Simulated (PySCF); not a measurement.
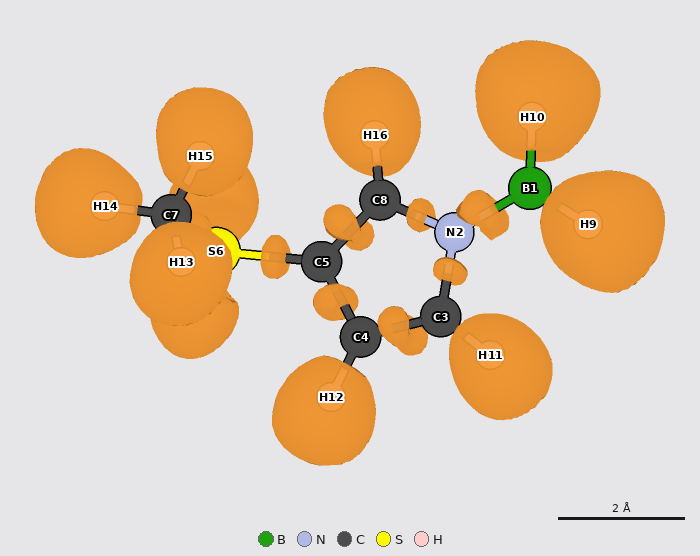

*C₅H₈BNS. Isosurface of the electron localisation function at 0.85 (orange), seen across its widest extent. Core shells and regions of very low density are left out.*

Geometry: GFN2-xTB.

Level of theory: PBE0/pcSseg-1, SCF density, gas phase, non-relativistic (PySCF).

The calculation's input:

```
{"job": {"kind": "nmr", "xc": "PBE0", "basis": "pcSseg-1", "pop": false}, "charge": 0, "multiplicity": 1}
B     -2.512635     1.371457     0.572833
N     -1.523298     0.454072     0.163778
C     -1.496341    -0.254522    -1.025112
C     -0.395867    -1.042129    -1.069126
C      0.311846    -0.819843     0.152083
S      1.834673    -1.580977     0.628290
C      2.972519    -0.268542     0.073351
C     -0.399931     0.085648     0.874337
H     -3.412955     1.581017    -0.141198
H     -2.398091     1.897323     1.609384
H     -2.280541    -0.129044    -1.745302
H     -0.095502    -1.709474    -1.851899
H      2.858456    -0.120189    -0.996528
H      3.976239    -0.612250     0.299926
H      2.757249     0.648952     0.613110
H     -0.195821     0.498501     1.842073
```

Launched as:

```sh
OMP_NUM_THREADS=1 python ens_run.py task.json out
```

**Identify the bonds, lone pairs and shells in this picture.**

The ELF exceeds this value in one region between bonded B–N atoms (shared pairs), three regions between bonded C–C atoms (shared pairs), two regions between bonded C–N atoms (shared pairs), two regions between bonded C–S atoms (shared pairs), eight regions around hydrogen nuclei and one region wrapped around S (its lone pairs, merged into a ring or cap). Profiles from the grid: C–C (1.35 Å): the ELF peaks at about 0.95 between the atoms (a covalent bond). C–N (1.38 Å): the ELF peaks at about 0.90 between the atoms; localised, covalent bonding.
